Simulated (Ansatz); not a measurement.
C₃H₃FO (SMILES C#COCF)

Input

```
crystal:
  periodic: [false, false, false]
  atoms:
    - {symbol: C, position_ang: [-1.977605, -0.480453, 0.459834]}
    - {symbol: C, position_ang: [-1.048605, 0.094066, -0.033265]}
    - {symbol: O, position_ang: [-0.054154, 0.724492, -0.573200]}
    - {symbol: C, position_ang: [1.216428, 0.193375, -0.222817]}
    - {symbol: F, position_ang: [2.122649, 0.954210, -0.857831]}
    - {symbol: H, position_ang: [-2.814506, -0.976414, 0.887487]}
    - {symbol: H, position_ang: [1.358982, 0.273424, 0.858937]}
    - {symbol: H, position_ang: [1.289009, -0.839901, -0.574948]}
basis:
  gaussian: {orbitals: def2-TZVPP}
hamiltonian: {xc: pbe0, dispersion: d4}
output: {orbitals: {seedname: orbitals}}
```

Run with:

```sh
ansatz run in.yaml --threads 2 --pin off --events-out ev --progress --plain --max-ram 4352MiB
```

Geometry: PBE0-D4/def2-TZVP.

All numbers below come from Ansatz, RKS PBE0-D4/def2-TZVPP.

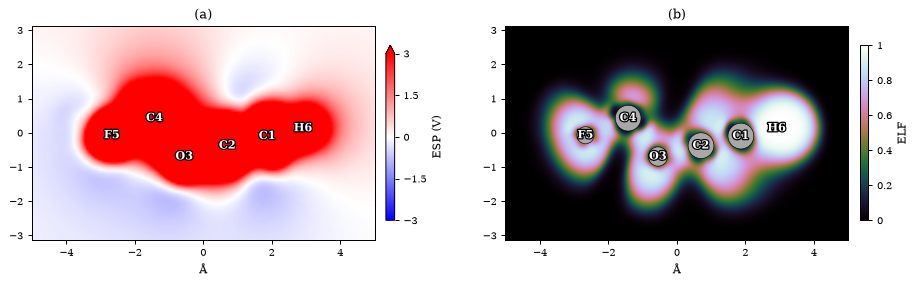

Figure 1. (a) electrostatic potential; (b) ELF on the plane of atoms C2, O3 and C4. Grey discs cover the atomic cores in the ELF map.

> What does the map show?

- The section cuts through C, O, F and H sites.
- C–C (1.20 Å): the ELF peaks at about 0.75 between the atoms: a short, multiple covalent bond.
- C–O (1.30 Å): the ELF peaks at about 0.85 between the atoms, as expected for a polar covalent bond.
- C–F (1.34 Å): the ELF peaks at about 0.85 between the atoms (a shared but strongly polarised pair).
- C–H (1.06 Å): the ELF climbs to about 1 towards the hydrogen, as it does in any bond to H; an ordinary covalent bond to hydrogen.
- C–O (1.42 Å): the ELF peaks at about 0.90 between the atoms; a shared but strongly polarised pair.
- The ELF also peaks beside O3 and F5, away from the bonds: lone-pair regions.
- Outside the dense part of the molecule the potential is most negative (−0.8 V) near O3.

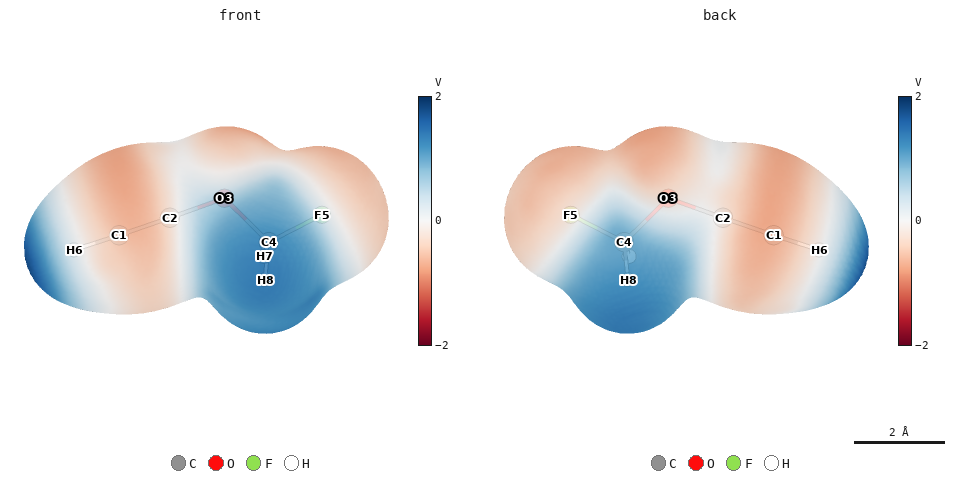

Figure 2. The electrostatic potential painted on the density surface at 0.002 e/bohr³, seen from the front and from behind; the colour scale runs from red (negative) to blue (positive).

> Which sites attract a positive test charge, and which a negative one?

A positive charge is drawn to the negative regions and a negative charge to the positive ones. The most negative region (about −0.8 V) lies over C1, C2 and O3, the most positive (about +1.7 V) over H6.

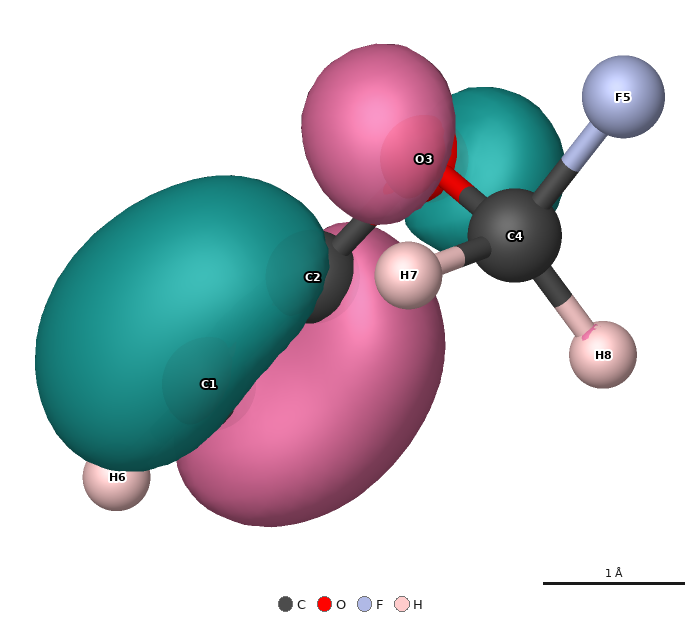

Figure 3. The HOMO at ±0.15 Å⁻³ᐟ² (teal and pink are the two phases), seen at an oblique angle.

> Describe this orbital and give its energy.

By Hirshfeld shares it lies mainly on C1 (about 45 %), C2 (about 25 %) and O3 (about 20 %); π-bonding across C1–C2. Its energy is −7.45 eV.
